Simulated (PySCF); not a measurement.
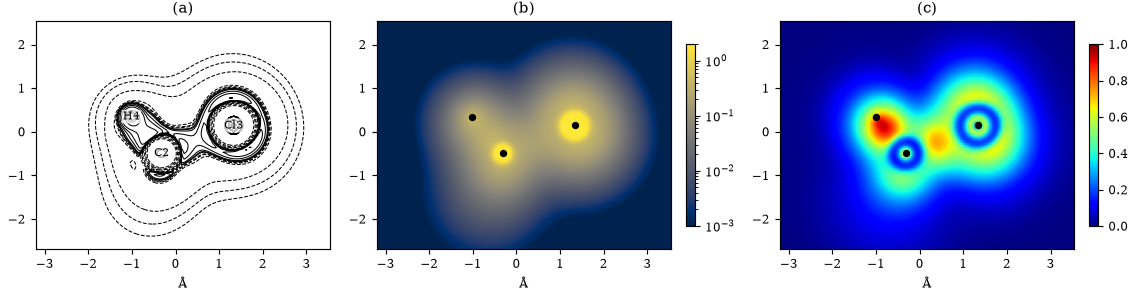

*CH2Cl2, SMILES `ClCCl`. Three fields in the plane of C2, Cl3 and H4. (a): solid lines positive, dashed lines negative.*

Level of theory: PBE0/def2-TZVP (PySCF), at a geometry from GFN2-xTB. No frequency check shows the geometry to be a minimum. GFN2-xTB bond lengths at metals and heavier atoms can be off by up to 0.1 Å and shapes distorted, which carries into these values.

### The panels show, in some order, the localised orbital locator (LOL), electron density and negative Laplacian of the density (−∇²ρ). Which is which?

(a) is the negative Laplacian of the density (−∇²ρ): shells alternate in sign around each nucleus and valence concentrations outline the bonding and non-bonding pairs. (b) is the electron density: it is positive everywhere and peaks at the nuclei. (c) is the localised orbital locator (LOL): it runs from 0 to 1, peaks where electrons are localised, as in bonds, and fades smoothly outside.
